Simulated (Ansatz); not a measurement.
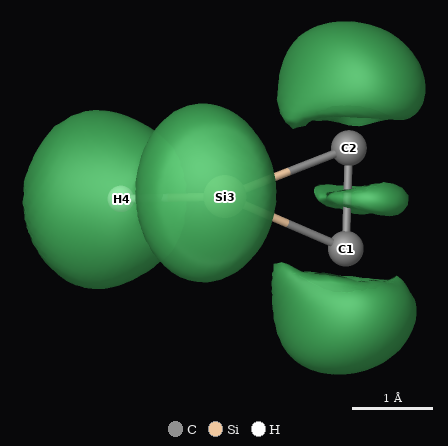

C2HSi (doublet). Isosurface of the ELF at 0.85 (green), seen across its widest extent. Only the valence region is drawn (cores and ρ < 0.01 e/Å³ removed).

Method: UKS B3LYP/def2-SVP in Ansatz 0.2.0.

Input file:

```
crystal:
  periodic: [false, false, false]
  atoms:
    - { symbol: C, position_ang: [-0.16492, -0.42802, 1.30926] }
    - { symbol: C, position_ang: [1.11669, -0.33756, 0.77578] }
    - { symbol: Si, position_ang: [-0.16039, 0.15742, -0.43652] }
    - { symbol: H, position_ang: [-0.79138, 0.60817, -1.64851] }
magnetization:
  spin_polarized: true
  initial_magnetization: 1
basis:
  gaussian: { orbitals: def2-SVP }
hamiltonian:
  xc: b3lyp
relax:
  f_tol: 0.02
  max_steps: 50
output:
  orbitals: {}
```

Run with:

```sh
ansatz run input.yaml --threads 1 --pin off --max-ram 2048MiB --backend cpu --events-out ev --progress --plain --runs-dir out
```

The fields are those of the relaxed geometry.

Question: Describe the localisation domains.

Answer: The surface consists of one region between bonded C–C atoms (shared pairs), one region around a hydrogen nucleus, two lobes on C, pointing away from the bonds (non-bonding electrons) and one lobe on Si, pointing away from the bonds (non-bonding electrons). Along the contacts the grid gives the following. C–C (1.27 Å): the ELF peaks at about 0.90 between the atoms: a short, multiple covalent bond. C–Si (1.85 Å): the ELF peaks at about 0.75 between the atoms.
